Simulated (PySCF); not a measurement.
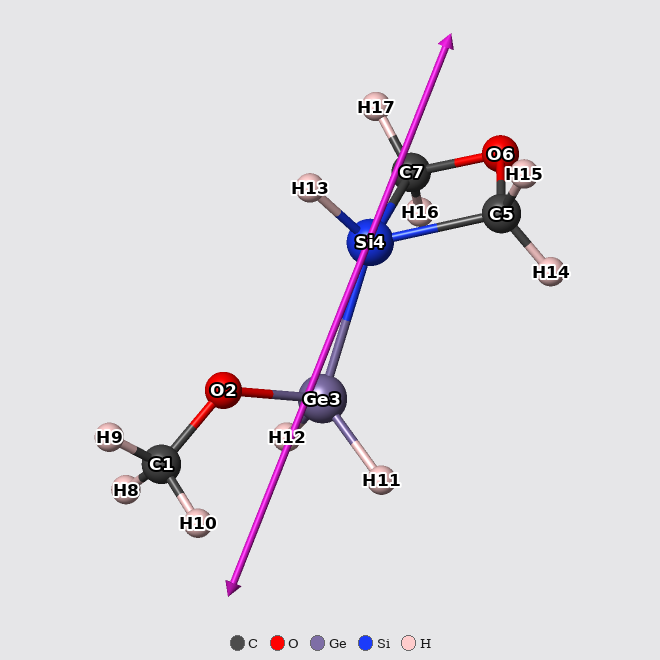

The double arrow shows the direction of the transition dipole to excited singlet state 5 (its length means nothing). Computed geometry: GFN2-xTB optimisation. No frequency run is at hand to confirm it as a minimum. Properties computed with TDDFT ωB97X-D/def2-SVPD, vertical, gas phase, core orbitals frozen in the response (PySCF 2.14.0).

How is the transition polarised?

Answer. Nearly parallel to the Ge3–Si4 bond.

Where does the transition lie, and how strong is it?

Answer. 6.30 eV (197 nm), oscillator strength 0.024, mainly HOMO−2 → LUMO (weight 0.66); transition dipole 1.01 D.

The geometry is semi-empirical. Around Ge, Si such bond lengths and angles can be off by a tenth of an ångström or more and by several degrees, and values that hang on the shape move with them.
